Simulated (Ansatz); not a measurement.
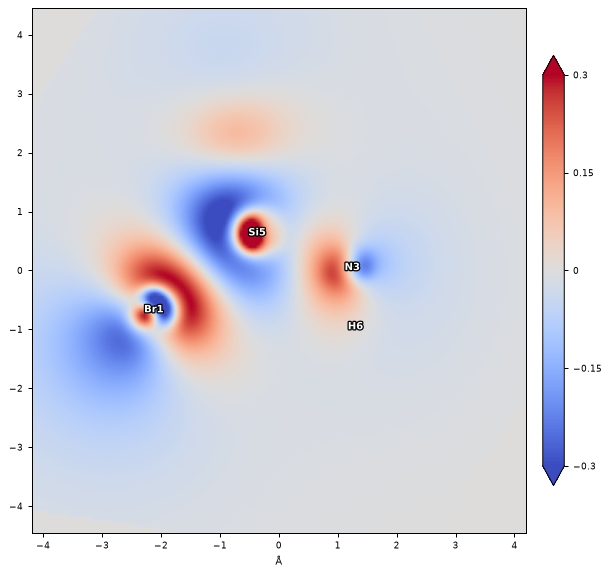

Figure. BrClHNOSi. The LUMO on the plane of atoms Br1, Si5 and N3 (values in Å⁻³ᐟ²; the overall sign is arbitrary).

Geometry: PBE0-D3(BJ)/def2-SVP.

Level of theory: isolated molecule in a Gaussian basis; Kohn-Sham density functional theory, functional PBE0 in Ansatz 0.2.0.

```tsv
atom	x (Å)	y (Å)	z (Å)
Br	1.6907	-0.7945	-1.2710
Cl	0.3712	2.4019	-1.2157
N	-0.8760	0.2015	0.7854
O	-1.4731	-0.1224	-0.6399
Si	0.0505	0.4934	-0.6369
H	-0.7097	-0.7300	1.1831
```

**What is the character of this orbital?**

It lies mainly on Si5 (about 35 %), Br1 (about 30 %), Cl2 (about 20 %) and N3 (about 5 %). Its energy is −1.34 eV.
